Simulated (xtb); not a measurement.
# C$_{8}$H$_{14}$: geometry relaxation (part 5 of 5)

Continued. System: C$_{8}$H$_{14}$, SMILES C#CCCCCCC. Method: GFN2-xTB (xtb 6.7.1). 

Geometry of the input (Å):
```
C  1.4600  -0.2242  -3.3628
C  1.8618  -0.6306  -2.2988
C  2.2363  -1.0649  -1.0422
C  1.1630  -1.2945  -0.0363
C  0.3465  -0.0404  0.3114
C  -0.9129  -0.3351  1.2287
C  -1.5278  0.8683  1.6743
C  -2.2793  1.5784  0.5184
H  0.9875  0.0011  -4.3420
H  2.9234  -0.3475  -0.5520
H  2.8471  -1.9799  -1.1162
H  1.4035  -1.7308  0.9182
H  0.3511  -2.0097  -0.4271
H  1.1868  0.7444  0.8144
H  0.0434  0.4308  -0.5481
H  -1.5320  -0.9243  0.7168
H  -0.4807  -0.8231  2.1143
H  -2.2956  0.7155  2.4514
H  -0.7908  1.6899  2.0733
H  -1.6430  2.0299  -0.1839
H  -2.9912  0.9465  0.1357
H  -2.8072  2.5311  0.9303
```

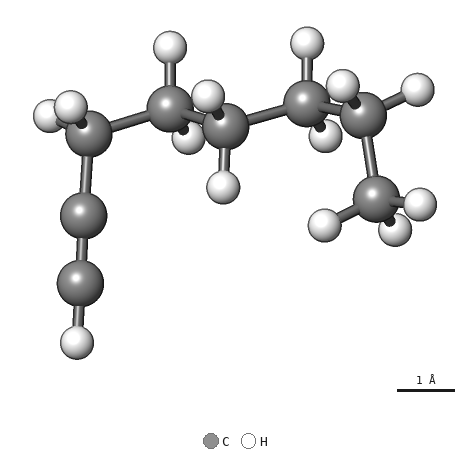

**Figure 1.** The geometry at step 22 of the log (ball-and-stick view, seen at a tilt).

## Trajectory as extended XYZ, continued
```
22
Properties=species:S:1:pos:R:3 step=11 energy=-658.61052
C     1.3848   -0.2598   -3.3455
C     1.7963   -0.6213   -2.2817
C     2.2707   -1.0716   -0.9888
C     1.1106   -1.3252   -0.0193
C     0.3587   -0.0398    0.3152
C    -0.8226   -0.3011    1.2467
C    -1.5452    0.9753    1.6783
C    -2.2890    1.6570    0.5359
H     1.0334    0.0599   -4.2807
H     2.9409   -0.3130   -0.5731
H     2.8441   -1.9929   -1.1294
H     1.5065   -1.7681    0.8981
H     0.4197   -2.0430   -0.4676
H     1.0432    0.6667    0.7923
H     0.0085    0.4106   -0.6150
H    -1.5334   -0.9662    0.7496
H    -0.4586   -0.8169    2.1395
H    -2.2621    0.7219    2.4633
H    -0.8207    1.6721    2.1063
H    -1.5991    1.9989   -0.2308
H    -2.9968    0.9680    0.0794
H    -2.8399    2.5192    0.9053
22
Properties=species:S:1:pos:R:3 step=14 energy=-658.61060
C     1.3806   -0.2533   -3.3407
C     1.7949   -0.6208   -2.2800
C     2.2701   -1.0750   -0.9889
C     1.1120   -1.3257   -0.0160
C     0.3554   -0.0409    0.3110
C    -0.8213   -0.3011    1.2484
C    -1.5467    0.9748    1.6771
C    -2.2853    1.6576    0.5320
H     1.0294    0.0717   -4.2740
H     2.9440   -0.3192   -0.5739
H     2.8398   -1.9983   -1.1313
H     1.5112   -1.7611    0.9036
H     0.4227   -2.0490   -0.4581
H     1.0389    0.6717    0.7806
H     0.0001    0.4000   -0.6216
H    -1.5320   -0.9708    0.7582
H    -0.4520   -0.8105    2.1428
H    -2.2671    0.7197    2.4582
H    -0.8247    1.6713    2.1099
H    -1.5913    2.0034   -0.2293
H    -2.9888    0.9686    0.0694
H    -2.8401    2.5177    0.9006
22
Properties=species:S:1:pos:R:3 step=18 energy=-658.61062
C     1.3786   -0.2503   -3.3380
C     1.7933   -0.6193   -2.2780
C     2.2701   -1.0748   -0.9878
C     1.1119   -1.3272   -0.0156
C     0.3548   -0.0427    0.3109
C    -0.8214   -0.3017    1.2493
C    -1.5460    0.9752    1.6762
C    -2.2829    1.6576    0.5297
H     1.0247    0.0743   -4.2705
H     2.9435   -0.3191   -0.5719
H     2.8404   -1.9974   -1.1319
H     1.5107   -1.7624    0.9043
H     0.4235   -2.0510   -0.4585
H     1.0378    0.6715    0.7786
H    -0.0016    0.3972   -0.6218
H    -1.5325   -0.9720    0.7604
H    -0.4518   -0.8099    2.1443
H    -2.2675    0.7216    2.4569
H    -0.8238    1.6716    2.1089
H    -1.5875    2.0072   -0.2287
H    -2.9825    0.9671    0.0634
H    -2.8418    2.5152    0.8978
22
Properties=species:S:1:pos:R:3 step=22 energy=-658.61062
C     1.3792   -0.2521   -3.3394
C     1.7936   -0.6197   -2.2788
C     2.2699   -1.0747   -0.9883
C     1.1119   -1.3267   -0.0158
C     0.3553   -0.0420    0.3114
C    -0.8213   -0.3014    1.2492
C    -1.5464    0.9750    1.6766
C    -2.2837    1.6575    0.5303
H     1.0262    0.0735   -4.2719
H     2.9436   -0.3190   -0.5728
H     2.8400   -1.9976   -1.1320
H     1.5110   -1.7622    0.9038
H     0.4231   -2.0501   -0.4584
H     1.0384    0.6715    0.7801
H    -0.0005    0.3988   -0.6211
H    -1.5321   -0.9715    0.7595
H    -0.4520   -0.8102    2.1439
H    -2.2677    0.7208    2.4572
H    -0.8245    1.6715    2.1095
H    -1.5885    2.0062   -0.2287
H    -2.9841    0.9674    0.0649
H    -2.8416    2.5157    0.8986
22
Properties=species:S:1:pos:R:3 step=25 energy=-658.61062
C     1.3790   -0.2516   -3.3392
C     1.7935   -0.6197   -2.2788
C     2.2698   -1.0748   -0.9884
C     1.1119   -1.3267   -0.0157
C     0.3554   -0.0420    0.3116
C    -0.8213   -0.3015    1.2492
C    -1.5465    0.9750    1.6765
C    -2.2835    1.6576    0.5302
H     1.0259    0.0733   -4.2719
H     2.9435   -0.3191   -0.5729
H     2.8399   -1.9976   -1.1321
H     1.5110   -1.7622    0.9039
H     0.4230   -2.0500   -0.4583
H     1.0387    0.6714    0.7804
H    -0.0004    0.3988   -0.6209
H    -1.5319   -0.9716    0.7596
H    -0.4519   -0.8101    2.1440
H    -2.2679    0.7207    2.4571
H    -0.8247    1.6716    2.1094
H    -1.5882    2.0066   -0.2286
H    -2.9836    0.9672    0.0645
H    -2.8419    2.5155    0.8984
22
Properties=species:S:1:pos:R:3 step=29 energy=-658.61062
C     1.3783   -0.2513   -3.3390
C     1.7930   -0.6197   -2.2788
C     2.2697   -1.0748   -0.9885
C     1.1120   -1.3267   -0.0156
C     0.3556   -0.0419    0.3120
C    -0.8211   -0.3014    1.2495
C    -1.5466    0.9749    1.6764
C    -2.2831    1.6575    0.5297
H     1.0250    0.0734   -4.2716
H     2.9435   -0.3191   -0.5731
H     2.8397   -1.9977   -1.1323
H     1.5112   -1.7624    0.9039
H     0.4229   -2.0499   -0.4581
H     1.0390    0.6712    0.7809
H     0.0000    0.3991   -0.6204
H    -1.5316   -0.9718    0.7598
H    -0.4519   -0.8099    2.1445
H    -2.2684    0.7206    2.4566
H    -0.8251    1.6716    2.1097
H    -1.5874    2.0075   -0.2282
H    -2.9821    0.9667    0.0629
H    -2.8427    2.5147    0.8977
```

## Key numbers

```tsv
quantity	value
outcome	converged
electrons treated	46
total energy	−24.203494 hartree
dispersion energy	−0.013557 hartree
basis functions	46
HOMO	−10.80 eV
LUMO	−3.91 eV
dipole moment	0.62 D
hardware	1 thread of Intel Xeon @ 2.70GHz, 189 GiB of memory available, shared host
peak memory	0.07 GiB
```
